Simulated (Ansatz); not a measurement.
Bands of a (12,0) MgO nanotube, along its axis.

Method: PBE (plane waves to 420 eV, PAW; Ansatz, a first-principles code). Mesh 1×1×6. No spin polarisation. One-dimensional cell, images about 11 Å apart. A hypothetical model, rolled from the flat sheet. Symmetry and one short period hold its shape; lower forms weren't sought.

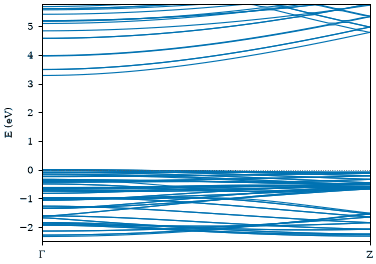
Figure: Bands from the zone centre to the zone edge (period 5.69 Å); the dotted line marks the highest filled level

Problem. Is it a metal or a semiconductor at this level? Give what the bands show.

Solution. A semiconductor in PBE.
- PBE gap: 3.28 eV, direct at Γ
